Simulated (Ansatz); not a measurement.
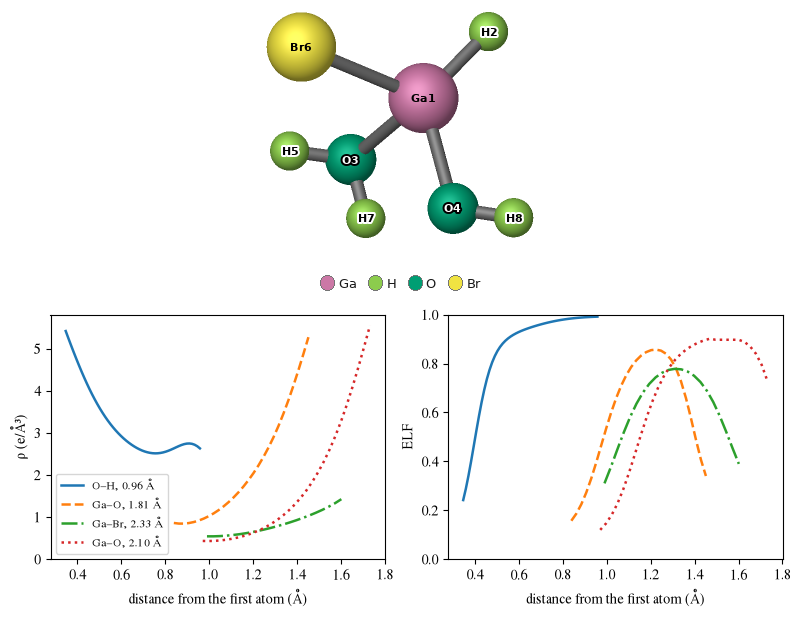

BrGaH4O2. Electron density and electron localisation function along straight lines between neighbouring atoms. The curves leave out the atomic cores. The structure is drawn too.

The reactant side of a reaction path; geometry: PBE0-D4/def2-TZVP; a saddle point, not a minimum.

All numbers below come from Ansatz 0.2.0, RKS PBE0-D4/def2-TZVPP.

```yaml
atoms:
  - { symbol: Ga, position_ang: [-0.2170, -0.6007, 0.5204] }
  - { symbol: H, position_ang: [-1.1828, -1.8109, 0.4100] }
  - { symbol: O, position_ang: [0.3944, 0.0290, -1.3863] }
  - { symbol: O, position_ang: [-0.7733, 1.1153, 0.7162] }
  - { symbol: H, position_ang: [1.3606, 0.0230, -1.4009] }
  - { symbol: Br, position_ang: [1.9492, -0.9361, 1.3083] }
  - { symbol: H, position_ang: [0.1155, 0.9517, -1.2612] }
  - { symbol: H, position_ang: [-1.6465, 1.2287, 1.0933] }
```

Question: What can be read from the curves?

Answer: O–H (0.96 Å): the density is about 3.8 e/Å³ at the midpoint; the ELF climbs to about 1 towards the hydrogen, as it does in any bond to H (a covalent bond by its length).
Ga–O (1.81 Å): the density is about 0.86 e/Å³ at the midpoint; the ELF peaks at about 0.85 in the valence shell of O, 0.6 Å from its nucleus, and is about 0.25 at the midpoint.
Ga–Br (2.33 Å): ρ is about 0.61 e/Å³ halfway, with its minimum of 0.54 e/Å³ about 1.0 Å from Ga; the ELF peaks at about 0.80 in the valence shell of Br, 1.0 Å from its nucleus, and is about 0.70 at the midpoint.
Ga–O (2.10 Å): ρ is about 0.44 e/Å³ halfway; the ELF peaks at about 0.90 in the valence shell of O, 0.6 Å from its nucleus, and is about 0.25 at the midpoint.
